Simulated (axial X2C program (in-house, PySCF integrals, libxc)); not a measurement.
## Relativistic diatomic calculation for CsBr⁺

- system: CsBr⁺, single determinant with Ω = 3/2.
- method: B97-3, two-component X2C with atomic mean-field Coulomb and Gaunt terms, Cs dyall-v2z, Br dyall-v2z (cores contracted) (axial X2C program (in-house, PySCF integrals, libxc))

Outcome:

```
                 quantity                                                                 value
                  outcome                                                             converged
           bond length rₑ                                                               3.690 Å
                       ωₑ                                                            57.40 cm⁻¹
    energy at the minimum                                                  −10387.54224 hartree
depth below the fragments                                                               0.10 eV
                 hardware  1 thread of Arm Neoverse N1, 16 GiB of memory available, shared host
                wall time                                                                 5.5 s
              peak memory                                                              0.26 GiB
```

What is odd here:

The input is odd on purpose: coarse grid (nrad = 45.0) (nth = 6.0). The program ran to the end. Its numbers are those of the input as typed; this run alone doesn't show how far the oddity moves them.

Input file:
```
{"zs": [55, 35], "q": 1, "bas": ["dyall-v2z", "dyall-v2z"], "levels": ["PBE0", "HF", "B97-3", "PBE"], "cc": false, "r0": 3.46, "npts": 10, "nst": 2, "ntry": 6, "opt": {"nrad": 45, "nth": 6}}
```

The line is the task of a batch: nuclear charges, charge, bases, the levels to run, a first guess of the distance and further settings. This report covers B97-3 with spin-orbit coupling. The log is that of the reference distance 3.585 Å.

The run was one of a batch that the task file lists, launched with:
```bash
python <driver script> task.json out
```

Output:
```
two-component X2C + atomic mean field  B97-3
basis functions 142  fitting functions 817  grid points 528
iter        total energy     max residual
   1     -10387.541654338     5.65e-02
   2     -10387.542056198     3.81e-03
   3     -10387.542081302     5.73e-03
   4     -10387.542092243     2.07e-04
   5     -10387.542092349     1.29e-04
   6     -10387.542092395     2.02e-05
   7     -10387.542092396     4.98e-06
converged
one-electron -14808.05439344  Coulomb 4428.79545755  exact exchange -76.01355184  xc functional -210.48779077  nuclear repulsion 284.14675900  atomic mean-field constant -5.92857290
```

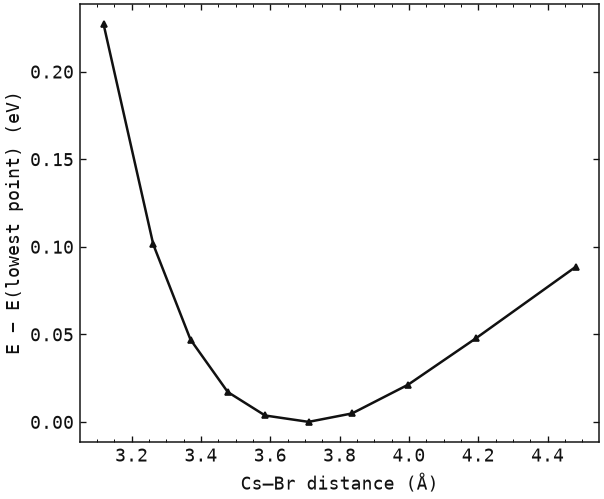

Fig. 1: Energy at 10 bond lengths, for one set of occupations held fixed; the line joins the points. A polynomial of degree 6 through 9 points gives rₑ = 3.690 Å, ωₑ = 57.40 cm⁻¹, ωₑxₑ = 0.11 cm⁻¹ and Bₑ = 0.02500 cm⁻¹. The minimum lies 0.10 eV below Cs⁺ + Br, each computed as one determinant at the same level.
